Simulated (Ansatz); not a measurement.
# [NO2]+ (SMILES O=[N+]=O) at wB97X/def2-TZVPPD

What is the energy change on altering one bond length of [NO2]+ at wB97X/def2-TZVPPD? 

The calculation is run with Ansatz 0.2.0.

5 further runs of the same task are left out: 5 that didn't finish.

### Step 1. Starting point

[NO2]+ has 3 atoms, charge +1, and is taken as a singlet. As SMILES, `O=[N+]=O`. The coordinates come from a PBE0-D4/def2-TZVP relaxation.

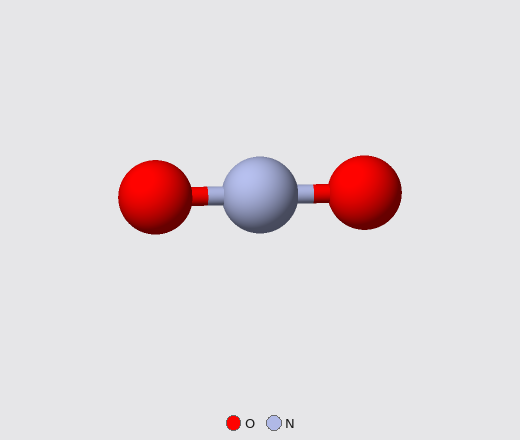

The structure, seen from a chosen angle (oxygen red, nitrogen light blue).

### Step 2. The energy at wB97X/def2-TZVPPD

File in.yaml:

```yaml
crystal:
  periodic: [false, false, false]
  atoms:
    - {symbol: O, position_ang: [-0.572980, 0.927020, -0.209580]}
    - {symbol: N, position_ang: [-0.000010, -0.000010, -0.000000]}
    - {symbol: O, position_ang: [0.572990, -0.927010, 0.209580]}
basis:
  gaussian:
    orbitals: def2-TZVPPD.json
total_charge: 1
hamiltonian:
  xc: {name: wB97X}
accuracy: high
output: {orbitals: {seedname: orbitals}}
```

The basis set def2-TZVPPD is read from a file made from the Basis Set Exchange's data (not shown).

Launch:

```
$ ansatz run in.yaml --threads 1 --pin off --max-ram 3480MiB --events-out events.jsonl --progress --plain --runs-dir runs
```

What it wrote:

```text
Warning: RAYON_NUM_THREADS=1 ignored (pool sized by the plan → 1); use --threads N
Functional definition: wB97X
  name "wB97X"
  parameter omega = 0.3/bohr
  parameter cx = 0.157706
  parameter cx1 = 0.726479
  parameter cx2 = 1.04760
  parameter cx3 = -5.70635
  parameter cx4 = 13.2794
  parameter css1 = -4.33879
  parameter css2 = 18.2308
  parameter css3 = -31.7430
  parameter css4 = 17.2901
  parameter cos1 = 2.37031
  parameter cos2 = -11.3995
  parameter cos3 = 6.58405
  parameter cos4 = -3.78132
  exchange = spin_sum(e_x_unif_sr(omega)*poly(b97_u_x, 1 - cx, cx1, cx2, cx3, cx4)) + cx*exact_x_sr(omega)
      + exact_x_lr(omega)
  correlation = spin_sum(e_c_pw_same_spin*poly(b97_u_same, 1, css1, css2, css3, css4))
      + integral(e_c_pw_opposite_spin*poly(b97_u_opposite, 1, cos1, cos2, cos3, cos4))
1640 factors; integrals over basis functions are off by at most 3.6e-9 eV
268 factors; integrals over basis functions are off by at most 1.5e-9 eV
mean field evaluation 1: about -5568.4052 eV, gradient 5.1e1 eV
mean field evaluation 2: about -5566.9129 eV, gradient 6.1e1 eV
mean field evaluation 4: about -5571.8339 eV, gradient 8.1e-1 eV
mean field evaluation 8: about -5571.8419 eV, gradient 1.6e-2 eV
mean field evaluation 16: about -5571.8419 eV, gradient 4.1e-7 eV
mean field -5571.84187771 eV, -204.7614122758 hartree, gradient 1.5e-8 eV, S^2 0.000000; 0 other end points of the search recorded, 0 dependent functions left out
reference -5571.84187344 eV, -204.7614121187 hartree; 11, 11 occupied and 106, 106 virtual orbitals, 1640 factors
Total energy: -5571.84187344 eV, -204.7614121187 hartree
```

It took 9.9 s on 1 thread of Arm Neoverse V2, shared host; peak memory 0.37 GiB.

### Step 3. The distorted shape

File job.yaml:

```yaml
crystal:
  periodic: [false, false, false]
  atoms:
    - {symbol: O, position_ang: [-0.859484, 1.390565, -0.314377]}
    - {symbol: N, position_ang: [-0.000010, -0.000010, -0.000000]}
    - {symbol: O, position_ang: [0.572990, -0.927010, 0.209580]}
basis:
  gaussian:
    orbitals: def2-TZVPPD.json
total_charge: 1
hamiltonian:
  xc: {name: wB97X}
accuracy: high
output: {orbitals: {seedname: orbitals}}
```

The basis set def2-TZVPPD is read from a file made from the Basis Set Exchange's data (not shown).

Launch:

```
$ ansatz run job.yaml --threads 1 --pin off --max-ram 3480MiB --events-out events.jsonl --progress --plain --runs-dir runs
```

What it wrote:

```text
Warning: RAYON_NUM_THREADS=1 ignored (pool sized by the plan → 1); use --threads N
Functional definition: wB97X
  name "wB97X"
  parameter omega = 0.3/bohr
  parameter cx = 0.157706
  parameter cx1 = 0.726479
  parameter cx2 = 1.04760
  parameter cx3 = -5.70635
  parameter cx4 = 13.2794
  parameter css1 = -4.33879
  parameter css2 = 18.2308
  parameter css3 = -31.7430
  parameter css4 = 17.2901
  parameter cos1 = 2.37031
  parameter cos2 = -11.3995
  parameter cos3 = 6.58405
  parameter cos4 = -3.78132
  exchange = spin_sum(e_x_unif_sr(omega)*poly(b97_u_x, 1 - cx, cx1, cx2, cx3, cx4)) + cx*exact_x_sr(omega)
      + exact_x_lr(omega)
  correlation = spin_sum(e_c_pw_same_spin*poly(b97_u_same, 1, css1, css2, css3, css4))
      + integral(e_c_pw_opposite_spin*poly(b97_u_opposite, 1, cos1, cos2, cos3, cos4))
1657 factors; integrals over basis functions are off by at most 3.3e-9 eV
286 factors; integrals over basis functions are off by at most 2.3e-9 eV
mean field evaluation 1: about -5561.2396 eV, gradient 5.8e1 eV
mean field evaluation 2: about -5514.0106 eV, gradient 1.7e2 eV
mean field evaluation 4: about -5566.5704 eV, gradient 1.7e1 eV
mean field evaluation 8: about -5567.0435 eV, gradient 5.1e-1 eV
mean field evaluation 16: about -5567.0470 eV, gradient 4.7e-4 eV
mean field -5567.04701594 eV, -204.5852043559 hartree, gradient 9.9e-8 eV, S^2 0.000000; 0 other end points of the search recorded, 0 dependent functions left out
reference -5567.04701226 eV, -204.5852042206 hartree; 11, 11 occupied and 106, 106 virtual orbitals, 1657 factors
Total energy: -5567.04701226 eV, -204.5852042206 hartree
```

Run time: 12 s. Hardware: 1 thread of Arm Neoverse V2, shared host; peak memory 0.36 GiB.

### Step 4. Summary of results

At wB97X/def2-TZVPPD:

| quantity | value |
| --- | --- |
| first shape: total energy | -204.76141 Eh |
| first shape: HOMO energy | -23.49 eV |
| first shape: LUMO energy | -8.24 eV |
| first shape: HOMO–LUMO gap | 15.25 eV |
| distorted shape: total energy | -204.58520 Eh |
| distorted shape: HOMO energy | -20.84 eV |
| distorted shape: LUMO energy | -10.57 eV |
| distorted shape: HOMO–LUMO gap | 10.27 eV |
| energy change with the O1–N2 bond stretched from 1.110 to 1.665 Å | 4.795 eV |

In words: With the O1–N2 bond stretched from 1.110 to 1.665 Å the energy rises by 4.79 eV (111 kcal/mol). The first shape isn't relaxed at this level, so the change isn't measured from a minimum.
